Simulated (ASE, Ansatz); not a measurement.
## Relaxing CuH8C6N2Cl2 (C2/m) (152 atoms)

Wanted: the relaxed structure of CuH8C6N2Cl2 (C2/m) (152 atoms) and its electronic structure.

Method: Kohn-Sham DFT, PBE+D4, PAW (set soft_2), plane waves, in Ansatz 0.2.0.

## 1. The starting structure

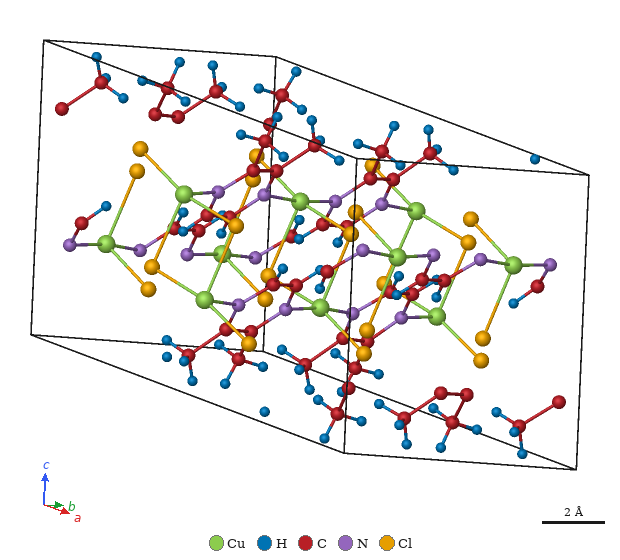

Start, viewed from a free direction; copper green, hydrogen blue, carbon red, nitrogen purple, chlorine orange. Bonds to atoms that aren't drawn are left out. Some periodic images of atoms are drawn too.

The cell holds 152 atoms: 8 Cu, 64 H, 48 C, 16 N and 16 Cl. Its edges and angles: a = 12.819 Å, b = 13.806 Å, c = 9.576 Å, α = 90.0°, β = 106.0°, γ = 90.0°. It derives from CuH8C6N2Cl2 (C2/m), repeated 1×2×1. CuH8C6N2Cl2, space group C2/m, structure from the Crystallography Open Database, 1 x 2 x 1 conventional cells; every coordinate displaced by a Gaussian of 0.02 Å.

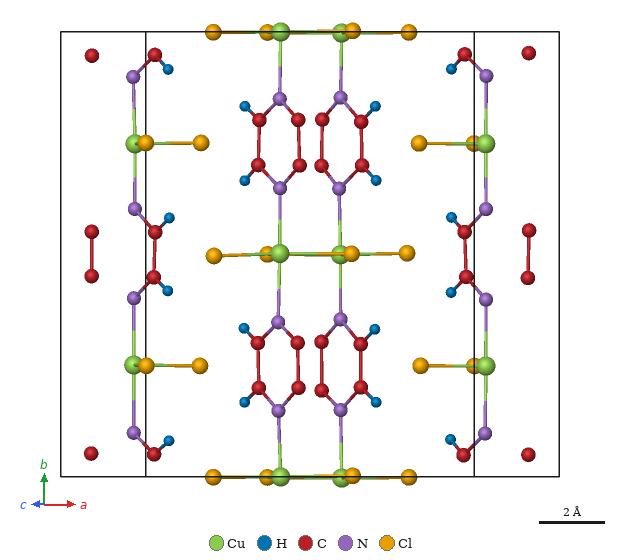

A slice 6 Å thick through the middle of the cell. Bonds to atoms that aren't drawn are left out.

What the set-up can't give: The main run has no spin polarisation, so moments on Cu can't form in it, and no Hubbard term.

## 2. Cell and atoms relaxed

The cell is relaxed with the atoms, since the starting lattice needn't suit this functional.

File input.yaml:

```yaml
crystal:
  lattice:
    - [12.8193, 0.0, 0.0]
    - [0.0, 13.8062, 0.0]
    - [-2.63658, 0.0, 9.20577]
  atoms:
    - { symbol: Cu, position: [0.95915, 0.24903, 0.66231] }
    - { symbol: Cu, position: [0.04019, 0.25139, 0.33825] }
    - { symbol: Cu, position: [0.4624, 0.99987, 0.66205] }
    - { symbol: Cu, position: [0.54306, 0.9974, 0.33635] }
    - { symbol: H, position: [0.84083, 0.41432, 0.49635] }
    - { symbol: H, position: [0.15613, 0.41803, 0.50165] }
    - { symbol: H, position: [0.34129, 0.16779, 0.49728] }
    - { symbol: H, position: [0.65989, 0.16767, 0.49905] }
    - { symbol: H, position: [0.15976, 0.08101, 0.50534] }
    - { symbol: H, position: [0.83988, 0.08418, 0.49859] }
    - { symbol: H, position: [0.65752, 0.33178, 0.5027] }
    - { symbol: H, position: [0.34005, 0.33402, 0.49914] }
    - { symbol: H, position: [0.57418, 0.08057, 0.91409] }
    - { symbol: H, position: [0.42384, 0.08299, 0.08533] }
    - { symbol: H, position: [0.07373, 0.33054, 0.91067] }
    - { symbol: H, position: [0.92685, 0.332, 0.08508] }
    - { symbol: H, position: [0.4257, 0.42023, 0.08633] }
    - { symbol: H, position: [0.57469, 0.42008, 0.91366] }
    - { symbol: H, position: [0.92559, 0.17079, 0.08857] }
    - { symbol: H, position: [0.07481, 0.1716, 0.91024] }
    - { symbol: H, position: [0.61597, 0.17616, 0.99634] }
    - { symbol: H, position: [0.3831, 0.17853, 0.00772] }
    - { symbol: H, position: [0.11765, 0.4272, 0.99657] }
    - { symbol: H, position: [0.88276, 0.42715, 0.0073] }
    - { symbol: H, position: [0.38176, 0.32117, 0.00548] }
    - { symbol: H, position: [0.61702, 0.32322, 0.99378] }
    - { symbol: H, position: [0.88137, 0.07543, 0.00659] }
    - { symbol: H, position: [0.11857, 0.0684, 0.99393] }
    - { symbol: H, position: [0.67233, 0.13333, 0.88167] }
    - { symbol: H, position: [0.32788, 0.13622, 0.12116] }
    - { symbol: H, position: [0.17361, 0.3832, 0.88275] }
    - { symbol: H, position: [0.82371, 0.38238, 0.11791] }
    [... 114 atom lines left out ...]
    - { symbol: Cl, position: [0.37205, 0.49999, 0.37788] }
    - { symbol: Cl, position: [0.62543, 0.50118, 0.62115] }
    - { symbol: Cl, position: [0.81815, 0.74942, 0.76326] }
    - { symbol: Cl, position: [0.18222, 0.7505, 0.23614] }
    - { symbol: Cl, position: [0.32185, 0.49647, 0.76322] }
    - { symbol: Cl, position: [0.68091, 0.5026, 0.23773] }
kpoints:
  mp_grid: { grid: [1, 1, 2] }
hamiltonian:
  xc: pbe
  dispersion: d4
scf:
  occupations: { method: fermi_dirac, width: 0.025 }
output:
  forces: true
relax:
  f_tol: 0.03
  max_steps: 46
  cell: {}
```

Command:

```sh
$ ansatz run input.yaml --threads 4 --pin off --max-ram 8192MiB --backend cpu --events-out ev --progress --plain --runs-dir out
```

Numbers of over 12 decimals in the logs are rounded to 6 here.

What it wrote:

```text
Engine: ansatz 0.2.0, aarch64-unknown-linux-gnu
Pseudopotentials: kind: paw
Pseudopotential: Cu, paw, valence charge 19, recommended cutoff 420 eV (normal), Cu.paw.azcp
Pseudopotential: H, paw, valence charge 1, recommended cutoff 420 eV (normal), H.paw.azcp
Pseudopotential: C, paw, valence charge 4, recommended cutoff 420 eV (normal), C.paw.azcp
Pseudopotential: N, paw, valence charge 5, recommended cutoff 420 eV (normal), N.paw.azcp
Pseudopotential: Cl, paw, valence charge 7, recommended cutoff 420 eV (normal), Cl.paw.azcp
Functional definition: PBE
  parameter kappa = 0.804
  parameter beta = 0.066725
  exchange = pbe_x(kappa = kappa, mu = beta*pi^2/3)
  correlation = pbe_c(beta = beta)
Crystal: 152 atoms, lattice volume = 1629.291 Å³
Basis set: ecut = 420 eV, 31805 PW (Γ), exchange–correlation on 180×192×144 points (8 copies of the dense FFT grid, shifted against one another)
Bands: 452, of which v1, the nominal top of the filled ones, is band 300 counted from 1 (299 counted from 0)
Symmetry: 1 space group operations
Space group: P1 (ITA 1), of the structure as read, at distance tolerance 1.2e-4 Å
k-points: 2
Non-local potential: Cu, projectors of the file, l = 0: 3, l = 1: 2, l = 2: 3, l = 3: 1
Non-local potential: H, projectors of the file, l = 0: 2, l = 1: 1
Non-local potential: C, projectors of the file, l = 0: 2, l = 1: 2, l = 2: 1
Non-local potential: N, projectors of the file, l = 0: 2, l = 1: 2, l = 2: 1
Non-local potential: Cl, projectors of the file, l = 0: 2, l = 1: 2, l = 2: 2
PAW form: soft (Blöchl's): semilocal exchange-correlation on the pseudo side does not see the compensation charge
PAW one-centre angular grid: Cu, 590 points (default); XC on 64 Gauss nodes
PAW one-centre angular grid: H, 110 points (default); XC on 64 Gauss nodes
PAW one-centre angular grid: C, 110 points (default); XC on 64 Gauss nodes
PAW one-centre angular grid: N, 110 points (default); XC on 64 Gauss nodes
PAW one-centre angular grid: Cl, 110 points (default); XC on 64 Gauss nodes
Initial density: superposition of atomic densities (neutral atoms: chi_scale 0, normalization atom), corrected by the library's trained network
Initial wavefunctions: pseudopotential atomic-orbital guess
Functional: x = pbe(κ = 0.804, μ = 0.219515), c = pbe(β = 0.066725)
SCF iter   1: F=—  HF=-89484.087897 eV  |F-HF|=—  |Δ(HF+E_count)|=         —  Δρ=6.76e-3  dr2=1.07e0  ethr=1.77e-3  ⟨swp⟩=6.0  Hψ=4036  notcnv=0  defer=119
preconditioner: auto → LDOS  [insulator: Δε(μ)=0.071 eV  Ē_g=14.498 eV  σ=0.025 eV  W_gap=0.60  n_scr=338 (ndim 8)  ℏωp=21.3 eV  f_vac=0.142  D(μ)=31.97/eV (n_scr^D=170)  ε∞_Penn≈3.2  β→1.0]
SCF iter   2: F=—  HF=-89483.898976 eV  |F-HF|=—  |Δ(HF+E_count)|=   1.89e-1  Δρ=5.49e-3  dr2=4.90e-1  ethr=1.79e-4  ⟨swp⟩=2.0  Hψ=1460  notcnv=0  defer=280
SCF iter   3: F=—  HF=-89483.823522 eV  |F-HF|=—  |Δ(HF+E_count)|=   7.55e-2  Δρ=3.28e-3  dr2=2.10e-1  ethr=8.17e-5  ⟨swp⟩=2.0  Hψ=1174  notcnv=0  defer=280
SCF iter   4: F=—  HF=-89483.816354 eV  |F-HF|=—  |Δ(HF+E_count)|=   7.17e-3  Δρ=2.54e-3  dr2=1.25e-1  ethr=3.49e-5  ⟨swp⟩=1.0  Hψ=624  notcnv=0  defer=280
SCF iter   5: F=—  HF=-89483.810407 eV  |F-HF|=—  |Δ(HF+E_count)|=   5.95e-3  Δρ=1.48e-3  dr2=3.68e-2  ethr=2.08e-5  ⟨swp⟩=1.0  Hψ=624  notcnv=0  defer=280
SCF iter   6: F=—  HF=-89483.805943 eV  |F-HF|=—  |Δ(HF+E_count)|=   4.46e-3  Δρ=8.56e-4  dr2=1.20e-2  ethr=6.13e-6  ⟨swp⟩=2.0  Hψ=838  notcnv=0  defer=280
SCF iter   7: F=—  HF=-89483.805432 eV  |F-HF|=—  |Δ(HF+E_count)|=   5.12e-4  Δρ=6.56e-4  dr2=6.82e-3  ethr=2.00e-6  ⟨swp⟩=2.0  Hψ=630  notcnv=0  defer=280
SCF iter   8: F=—  HF=-89483.805321 eV  |F-HF|=—  |Δ(HF+E_count)|=   1.10e-4  Δρ=4.35e-4  dr2=2.77e-3  ethr=1.14e-6  ⟨swp⟩=1.0  Hψ=624  notcnv=0  defer=280
SCF iter   9: F=—  HF=-89483.805109 eV  |F-HF|=—  |Δ(HF+E_count)|=   2.13e-4  Δρ=1.74e-4  dr2=5.62e-4  ethr=4.62e-7  ⟨swp⟩=2.0  Hψ=824  notcnv=0  defer=280
SCF iter  10: F=—  HF=-89483.805139 eV  |F-HF|=—  |Δ(HF+E_count)|=   2.99e-5  Δρ=9.47e-5  dr2=1.35e-4  ethr=9.36e-8  ⟨swp⟩=2.0  Hψ=1048  notcnv=0  defer=280
SCF iter  11: F=—  HF=-89483.805123 eV  |F-HF|=—  |Δ(HF+E_count)|=   1.58e-5  Δρ=6.58e-5  dr2=7.58e-5  ethr=2.25e-8  ⟨swp⟩=2.0  Hψ=1080  notcnv=0  defer=280
SCF iter  12: F=—  HF=-89483.805478 eV  |F-HF|=—  |Δ(HF+E_count)|=   3.55e-4  Δρ=3.36e-5  dr2=1.92e-5  ethr=1.26e-8  ⟨swp⟩=2.0  Hψ=710  notcnv=0  defer=280
SCF iter  13: F=—  HF=-89483.805478 eV  |F-HF|=—  |Δ(HF+E_count)|=   4.26e-7  Δρ=2.73e-5  dr2=1.41e-5  ethr=3.21e-9  ⟨swp⟩=1.0  Hψ=624  notcnv=0  defer=280
SCF iter  14: F=—  HF=-89483.805478 eV  |F-HF|=—  |Δ(HF+E_count)|=   2.01e-7  Δρ=1.78e-5  dr2=5.53e-6  ethr=2.35e-9  ⟨swp⟩=1.0  Hψ=624  notcnv=0  defer=280
SCF iter  15: F=—  HF=-89483.805477 eV  |F-HF|=—  |Δ(HF+E_count)|=   1.03e-7  Δρ=6.70e-6  dr2=7.14e-7  ethr=9.22e-10  ⟨swp⟩=1.0  Hψ=624  notcnv=0  defer=280
SCF iter  16: F=—  HF=-89483.805477 eV  |F-HF|=—  |Δ(HF+E_count)|=   3.20e-9  Δρ=5.88e-6  dr2=6.29e-7  ethr=1.19e-10  ⟨swp⟩=2.0  Hψ=728  notcnv=0  defer=280
SCF iter  17: F=—  HF=-89483.805477 eV  |F-HF|=—  |Δ(HF+E_count)|=   1.30e-9  Δρ=4.00e-6  dr2=3.04e-7  ethr=1.05e-10  ⟨swp⟩=1.0  Hψ=624  notcnv=0  defer=280
[...]
relax step  17: F+E_penalty+E_count = -89513.79067941 eV  Δ(F+E_penalty+E_count) = +6.332e-3 eV  max|allowed force component| = 1.013e-1 eV/Å  Δτ_max = 0.0089 Å  P = +0.072 GPa  Ω = 1624.499 Å³  energy of the carried Pulay correction = +1.144e-2 eV  (9 SCF iters, dr2 threshold 6.58e-7 eV, accepted)
relax step  18: F+E_penalty+E_count = -89513.79397969 eV  Δ(F+E_penalty+E_count) = -3.300e-3 eV  max|allowed force component| = 9.407e-2 eV/Å  Δτ_max = 0.0808 Å  P = -0.059 GPa  Ω = 1624.646 Å³  energy of the carried Pulay correction = +1.109e-2 eV  (13 SCF iters, dr2 threshold 6.42e-7 eV, accepted)
relax step  19: F+E_penalty+E_count = -89513.79653624 eV  Δ(F+E_penalty+E_count) = -2.557e-3 eV  max|allowed force component| = 4.352e-2 eV/Å  Δτ_max = 0.0367 Å  P = -0.008 GPa  Ω = 1624.089 Å³  energy of the carried Pulay correction = +1.242e-2 eV  (11 SCF iters, dr2 threshold 5.53e-7 eV, accepted)
relax step  20: F+E_penalty+E_count = -89513.79705662 eV  Δ(F+E_penalty+E_count) = -5.204e-4 eV  max|allowed force component| = 1.115e-2 eV/Å  Δτ_max = 0.0364 Å  P = -0.007 GPa  Ω = 1625.263 Å³  energy of the carried Pulay correction = +9.614e-3 eV  (13 SCF iters, dr2 threshold 1.18e-7 eV, accepted)
relax step  21: F+E_penalty+E_count = -89513.79659367 eV  Δ(F+E_penalty+E_count) = +4.630e-4 eV  max|allowed force component| = 8.347e-2 eV/Å  Δτ_max = 0.0606 Å  P = -0.061 GPa  Ω = 1625.693 Å³  energy of the carried Pulay correction = +8.586e-3 eV  (19 SCF iters, accepted)
relax step  22: F+E_penalty+E_count = -89513.79894960 eV  Δ(F+E_penalty+E_count) = -2.356e-3 eV  max|allowed force component| = 1.825e-2 eV/Å  Δτ_max = 0.0152 Å  P = -0.013 GPa  Ω = 1625.216 Å³  energy of the carried Pulay correction = +9.726e-3 eV  (8 SCF iters, dr2 threshold 4.35e-7 eV, accepted)
relax step  23: F+E_penalty+E_count = -89513.79479998 eV  Δ(F+E_penalty+E_count) = +4.150e-3 eV  max|allowed force component| = 1.838e-2 eV/Å  Δτ_max = 0.0000 Å  P = -0.062 GPa  Ω = 1625.216 Å³  stress off target by 1.11e-1 GPa  SCF on the basis re-selected at this cell (its energy is not comparable with the rows above)  (10 SCF iters)
relax step  24: F+E_penalty+E_count = -89513.81298645 eV  Δ(F+E_penalty+E_count) = -1.819e-2 eV  max|allowed force component| = 5.253e-2 eV/Å  Δτ_max = 0.0186 Å  P = +0.103 GPa  Ω = 1615.992 Å³  energy of the carried Pulay correction = +1.797e-2 eV  (13 SCF iters, dr2 threshold 3.05e-8 eV, accepted)
relax step  25: F+E_penalty+E_count = -89513.81173790 eV  Δ(F+E_penalty+E_count) = +1.249e-3 eV  max|allowed force component| = 1.746e-2 eV/Å  Δτ_max = 0.0212 Å  P = +0.012 GPa  Ω = 1618.224 Å³  energy of the carried Pulay correction = +1.368e-2 eV  (11 SCF iters, dr2 threshold 1.72e-7 eV, accepted)
relax step  26: F+E_penalty+E_count = -89513.79863612 eV  Δ(F+E_penalty+E_count) = +1.310e-2 eV  max|allowed force component| = 1.714e-2 eV/Å  Δτ_max = 0.0000 Å  P = +0.013 GPa  Ω = 1618.224 Å³  stress off target by 3.22e-2 GPa  SCF on the basis re-selected at this cell (its energy is not comparable with the rows above)  (9 SCF iters)
basis re-selected at this cell: Δ(F+E_penalty+E_count) = +1.310e-2 eV, ΔP = +0.001 GPa vs the last step (what re-selecting the basis moved, of the pressure what is left beyond the Pulay correction that the steps carried, after the strain that the cell walked since its last selection, [...]
SCF converged after 9 iterations
Free energy (F): -89513.798636 eV
Harris-Foulkes:  -89513.798636 eV  (|F-HF|=5.09e-10)
Internal energy: -89513.715394 eV  (E = F + TS)
E sigma→0 (E₀):  -89513.757015 eV
Entropy (-TS):   -0.083243 eV (-0.548 meV/atom)
Fermi energy:    2.970587 eV
--- Per-component energies (eV) ---
  E_band       = -7141.250771
  E_kinetic    = 12291.070792
  E_local      = -83939.008715  (includes V_loc(G=0)·N_el)
  E_nonlocal   = 5755.284608
  E_hartree    = 35329.289595
  E_xc         = -6238.927963
  E_vxc        = -7648.067845  (∫ρ·V_xc dr)
  E_paw        = -30705.441115  (= ΣΔE_a)
  E_vpaw       = -4259.031297  (= ΣTr[D̂ρ^β])
  E_aug_tail   = -0.081951  (compensation charges beyond the density's cutoff)
  E_ewald      = -21990.748996
  E_disp       = -15.151648  (pairwise vdW)
  E_smearing   = -0.083243  (= −TS)
  E_closure    = 0.000000  (closes the sum)
  Σ components = -89513.798636   (vs F -89513.798636, Δ=0.00e0)
--- Forces (eV/Å), atoms counted from 1 ---
  atom   1  Cu    -0.00012099     0.00059832    -0.00224022
  atom   2  Cu     0.00011571    -0.00060367     0.00204683
  atom   3  Cu    -0.00010608    -0.00067170    -0.00149736
  atom   4  Cu     0.00096261    -0.00163732     0.00286959
  atom   5  H     -0.00186007     0.00238798     0.00139495
  atom   6  H      0.00208928     0.00114857    -0.00026324
  atom   7  H     -0.00086833     0.00271514     0.00085012
  atom   8  H      0.00200474     0.00182930    -0.00107305
  atom   9  H      0.00189023    -0.00301312    -0.00124561
  atom  10  H     -0.00208875    -0.00151956     0.00079914
  atom  11  H      0.00103125    -0.00242016    -0.00113965
  atom  12  H     -0.00219843    -0.00172070     0.00170128
  atom  13  H      0.00134670     0.00541904     0.00082266
  atom  14  H     -0.00017759    -0.00262183     0.00269757
[...]
atom 151  Cl     0.00280113    -0.00066676     0.00685806
  atom 152  Cl    -0.00262726     0.00155854    -0.00454379
  max |Σ_I F_I| component: 1.82e-6 eV/Å
--- Stress (GPa, compression-positive) ---
       -0.010881      -0.000899      -0.004989
       -0.000899       0.017497       0.001459
       -0.004988       0.001459       0.031411
  P = ⅓ Tr σ = 0.0127 GPa (0.127 kbar)
--- Relaxed structure (24 steps of the walk, 23 accepted, 2 SCFs on fresh bases) ---
  F+E_penalty+E_count = -89513.79863612 eV   max|allowed force component| = 1.714e-2 eV/Å   (the final SCF, on the basis selected at the relaxed cell)
  cell:  # Å, volume = 1618.2240 Å³
    - [12.668009, -0.00911279, -0.104963]
    - [-0.00981435, 13.767420, 0.00882595]
    - [-2.680839, 0.00775926, 9.300719]
  atoms:
    - { symbol: Cu, position: [0.957778, 0.249412, 0.661707] }
    - { symbol: Cu, position: [0.040538, 0.249778, 0.339069] }
    - { symbol: Cu, position: [0.460302, 1.000563, 0.659850] }
    - { symbol: Cu, position: [0.543598, 1.000432, 0.337070] }
[...]
- { symbol: Cl, position: [0.680099, 0.500203, 0.237611] }
```

Elapsed: 23 min, on 4 threads of Arm Neoverse V2, shared host; peak memory 6.7 GiB.

The steps of the relaxation (22 of 26):

```csv
step,energy less that of the first step (eV),largest force component (eV/Å),pressure (GPa),volume (Å³)
1,0.0000,10.2397,13.91,1629.29
2,-27.3031,2.4776,3.98,1557.18
3,-29.4205,0.8396,0.19,1681.68
5,-29.9280,0.1898,-0.07,1630.36
6,-29.9508,0.0832,-0.03,1626.59
7,-29.9593,0.0349,0.01,1625.52
8,-29.9615,0.0267,-0.02,1625.61
9,-29.9653,0.0521,-0.03,1624.87
11,-29.9784,0.0103,0.01,1622.63
12,-29.9550,0.4796,-0.26,1621.43
13,-29.9765,0.0262,0.00,1624.49
14,-29.9798,0.0751,-0.08,1625.25
15,-29.9857,0.1159,-0.07,1624.13
16,-29.9915,0.1026,0.09,1621.79
18,-29.9885,0.0941,-0.06,1624.65
19,-29.9911,0.0435,-0.01,1624.09
20,-29.9916,0.0112,-0.01,1625.26
21,-29.9911,0.0835,-0.06,1625.69
22,-29.9935,0.0183,-0.01,1625.22
24,-30.0075,0.0525,0.10,1615.99
25,-30.0063,0.0175,0.01,1618.22
26*,-29.9932,0.0171,0.01,1618.22
```

Relaxation steps marked * repeat the geometry before them on a plane-wave basis chosen anew for their cell, so energy and pressure can jump there. Other such steps can lie between the rows shown. Relaxation step 12 was tried and not accepted.

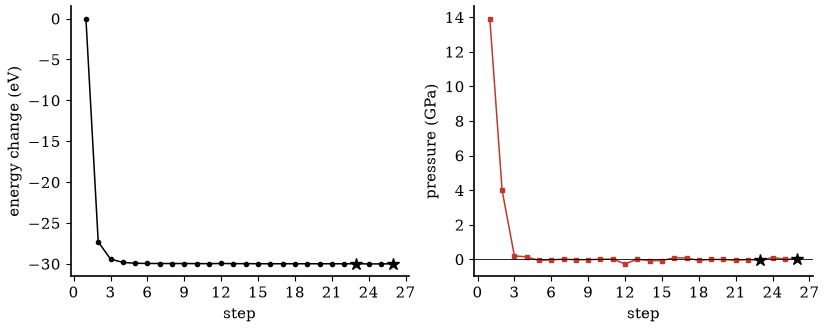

Energy and pressure along the relaxation. Stars mark steps on a basis chosen anew.

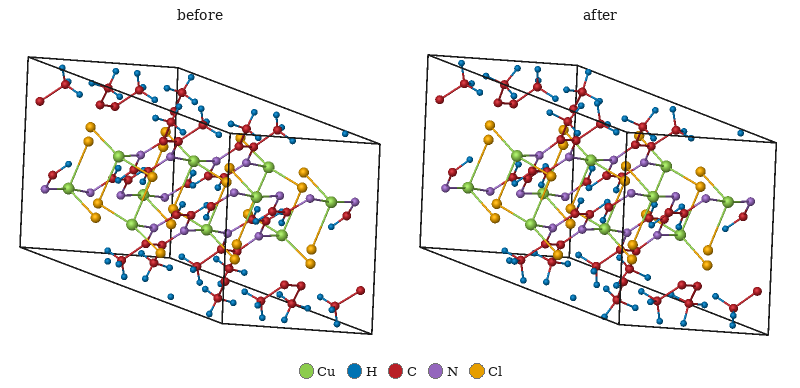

The structure before and after the relaxation, drawn at the same scale. Bonds to atoms that aren't drawn are left out.

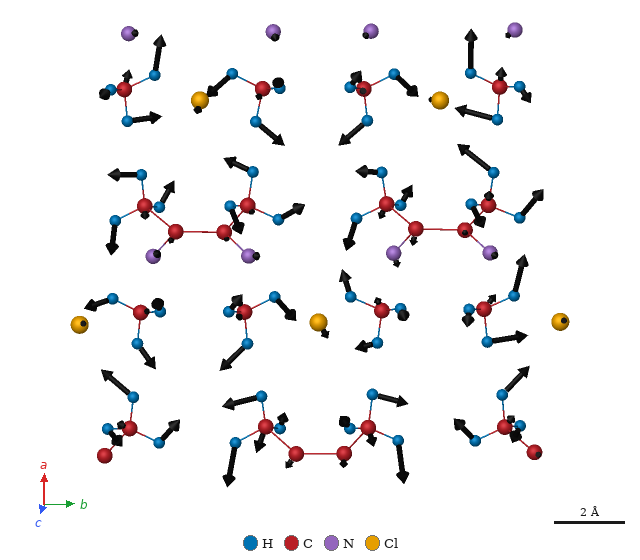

Displacements in the relaxation, exaggerated, measured against the changing cell; the longest in the cell stands for 0.40 Å. Drawn is a slice 4 Å thick, seen along the normal of the ab plane. Bonds to atoms that aren't drawn are left out.

```csv
cell as run,before,after,change
a (Å),12.819,12.668,-1.2 %
b (Å),13.806,13.767,-0.3 %
c (Å),9.576,9.679,+1.1 %
α (°),90.00,89.91,-0.1 %
β (°),105.98,106.55,+0.5 %
γ (°),90.00,90.08,+0.1 %
volume (Å³/atom),10.72,10.65,-0.7 %
```

The atoms that moved most (Å, as changes of fractional coordinates times the final cell):

```csv
atom,dx,dy,dz,length
H15,-0.363,-0.053,0.160,0.400
H92,0.363,-0.007,-0.158,0.396
H96,-0.353,0.056,0.147,0.386
H93,0.337,0.072,-0.149,0.375
H110,0.213,-0.273,0.133,0.371
H94,0.238,0.171,-0.202,0.356
H19,0.325,0.042,-0.121,0.349
H108,0.085,-0.326,0.073,0.345
```

The relaxation changed the energy by -197 meV/atom, and atoms moved by 0.18 Å r.m.s., 0.4 Å at most.

(Continued in part 2 of 2.)

[Logs are printed without paths, hosts, clocks, repeated set-up lines and the standing remarks that a program may print on its own settings, such as how far it seeks lower states.]

[Hosts, paths, dates, database ids (printed as entryN), source tags and the programs' standing remarks are cut or masked in the printed files.]
